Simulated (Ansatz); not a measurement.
# GaSiO (quartet): correlated methods under varied settings at a displaced geometry (v2)

Aim: run GaSiO (quartet) at one geometry under a spread of methods and options, and see what each costs and gives.

Program: Ansatz 0.2.0, Gaussian basis. Level of theory: the settings change from run to run. These are calculated values, not measurements.

47 further runs of the same task are left out: 7 for a known fault of the program, 29 that didn't finish, 11 set aside as unsound or not needed.

### 1 The geometry

The geometry is a PBE0/def2-TZVP stationary point (not a proven minimum) with its atoms shifted at random (size 0.100 Å). No spin-orbit coupling is included. The filled d shell of Ga may be among the frozen orbitals whatever the setting's name suggests; the logs give the count.

3 atoms, charge 0, spin multiplicity 4.

Atoms are counted from 1 here; the program's logs count them from 0.

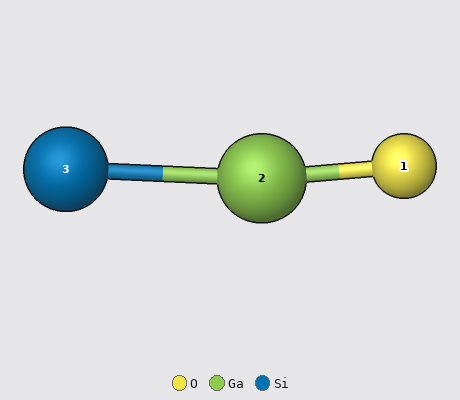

The geometry (oxygen yellow, gallium green, silicon blue); atoms are numbered from 1 in the order of the file.

### 2 MP2 on ROHF/cc-pVDZ

in.yaml

```yaml
crystal:
  periodic: [false, false, false]
  atoms:
    - {symbol: O, position_ang: [0.084376, 0.005225, -1.894362]}
    - {symbol: Ga, position_ang: [-0.080498, 0.013599, -0.212669]}
    - {symbol: Si, position_ang: [-0.003878, -0.018825, 2.107031]}
basis:
  gaussian: {orbitals: cc-pVDZ}
magnetization: {spin_polarized: false, initial_magnetization: 3}
hamiltonian: {pseudopotentials: {relativity: scalar}}
correlation: {method: mp2, electrons: outside_noble_gas}
```

Launch:

```
$ ansatz run in.yaml --threads 1 --pin off --events-out ev --progress --plain --max-ram 2393MiB
```

The program printed, cut to the lines that bear on the results:

```text
Functional definition: HF
  name "HF"
  cite "Fock, Z. Phys. 61, 126 (1930) doi:10.1007/BF01340294"
  parent pbe
[...]
637 factors; integrals over basis functions are off by at most 7.3e-4 eV
[...]
mean field -62655.39059086 eV, -2302.5431348650 hartree, gradient 7.0e-11 eV, S^2 3.750000; 11 other end points of the search recorded, 0 dependent functions left out
[...]
20 core orbitals not correlated, not the lowest: weight in the atoms' cores, before any rotation towards them, 0.676 or more for the frozen orbitals, at most 0.319 for the correlated occupied ones
reference -62655.39059086 eV, -2302.5431348650 hartree; 8, 5 occupied and 31, 34 virtual orbitals, 637 factors
second order -6.74305687 eV of doubles, -0.12490705 eV of singles
Total energy: -62662.25855478 eV, -2302.7955278837 hartree
Relativity: scalar
```

Wall time 74 s (1 thread of AMD EPYC, shared host).

### 3 NEVPT2(3,4)/STO-3G

in.yaml

```yaml
crystal:
  periodic: [false, false, false]
  atoms:
    - {symbol: O, position_ang: [0.084376, 0.005225, -1.894362]}
    - {symbol: Ga, position_ang: [-0.080498, 0.013599, -0.212669]}
    - {symbol: Si, position_ang: [-0.003878, -0.018825, 2.107031]}
basis:
  gaussian: {orbitals: STO-3G, fitting: {mean_field: def2-universal-jkfit}}
magnetization: {spin_polarized: false, initial_magnetization: 3}
correlation: {method: sc_nevpt2, electrons: all, active_space: {window: {electrons: 3, orbitals: 4}, states: [{multiplicity: 4, weights: [1, 1]}]}}
output: {forces: true}
```

Launched as before.

The program printed, cut to the lines that bear on the results:

```text
Functional definition: HF
  name "HF"
  cite "Fock, Z. Phys. 61, 126 (1930) doi:10.1007/BF01340294"
  parent pbe
[...]
471 factors; integrals over basis functions are off by at most 1.6e-2 eV
[...]
mean field -61506.35467678 eV, -2260.3168438671 hartree, gradient 1.4e-6 eV, S^2 3.750000; 14 other end points of the search recorded, 0 dependent functions left out
reference -61506.35467678 eV, -2260.3168438671 hartree; 28, 25 occupied and 4, 7 virtual orbitals, 471 factors
state -61506.33513048 eV, -2260.3161255539 hartree
state -61504.66955633 eV, -2260.2549168327 hartree
state -61506.33513048 eV, -2260.3161255539 hartree; corrected -61509.01792410 eV, -2260.4147164008 hartree
state -61504.66955633 eV, -2260.2549168327 hartree; corrected -61507.01116785 eV, -2260.3409694691 hartree
[...]
Total energy: -61508.01454598 eV, -2260.3778429349 hartree
Atom 0 at     0.084376     0.005225    -1.894362 Å, force     0.303655    -0.053921     1.087133 eV/Å
Atom 1 at    -0.080498     0.013599    -0.212669 Å, force    -0.625445     0.107254    -1.825350 eV/Å
Atom 2 at    -0.003878    -0.018825     2.107031 Å, force     0.321790    -0.053333     0.738217 eV/Å
Dipole moment:     0.133525    -0.025314     0.652334 e Å
```

It took 41 s on 1 thread of AMD EPYC, shared host.

From the report: 3 determinants; active occupations (of the averaged states) 1.00, 1.00, 0.50, 0.50.

### 4 CASSCF(3,4)/cc-pVDZ

in.yaml

```yaml
crystal:
  periodic: [false, false, false]
  atoms:
    - {symbol: O, position_ang: [0.084376, 0.005225, -1.894362]}
    - {symbol: Ga, position_ang: [-0.080498, 0.013599, -0.212669]}
    - {symbol: Si, position_ang: [-0.003878, -0.018825, 2.107031]}
basis:
  gaussian: {orbitals: cc-pVDZ}
magnetization: {spin_polarized: false, initial_magnetization: 3}
correlation: {active_space: {window: {electrons: 3, orbitals: 4}}}
```

Launched as before.

The program printed, cut to the lines that bear on the results:

```text
Functional definition: HF
  name "HF"
  cite "Fock, Z. Phys. 61, 126 (1930) doi:10.1007/BF01340294"
  parent pbe
[...]
639 factors; integrals over basis functions are off by at most 7.3e-4 eV
[...]
mean field -62230.07881754 eV, -2286.9132154820 hartree, gradient 1.8e-6 eV, S^2 3.750000; 11 other end points of the search recorded, 0 dependent functions left out
reference -62230.07881754 eV, -2286.9132154820 hartree; 28, 25 occupied and 31, 34 virtual orbitals, 639 factors
state -62230.07881754 eV, -2286.9132154820 hartree
Total energy: -62230.07881754 eV, -2286.9132154820 hartree
```

Wall time 87 s (1 thread of AMD EPYC, shared host).

From the report: 4 determinants; active occupations 1.00, 1.00, 1.00, 0.00. With so small a space the active step adds no correlation: the energy is the mean field's.

### 5 All runs side by side

```
                                      level         correlated  functions  energy (eV)  time
       MP2 on ROHF/cc-pVDZ (relativity set)  outside noble gas         59  -62662.2586  74 s
NEVPT2(3,4)/STO-3G (mean of several states)                all         32  -61508.0145  41 s
                        CASSCF(3,4)/cc-pVDZ                            59  -62230.0788  87 s
```

### 6 Summary of results

| quantity | value |
| --- | --- |
| runs | 3 |
| quickest | NEVPT2(3,4)/STO-3G (mean of several states), 41 s |
| slowest | CASSCF(3,4)/cc-pVDZ, 87 s |

In words: Total energies in different bases, with other cores or another treatment of relativity can't be set against each other. CASSCF(3,4)/cc-pVDZ took 2 times as long as NEVPT2(3,4)/STO-3G (mean of several states); the jobs differ in more than the method.
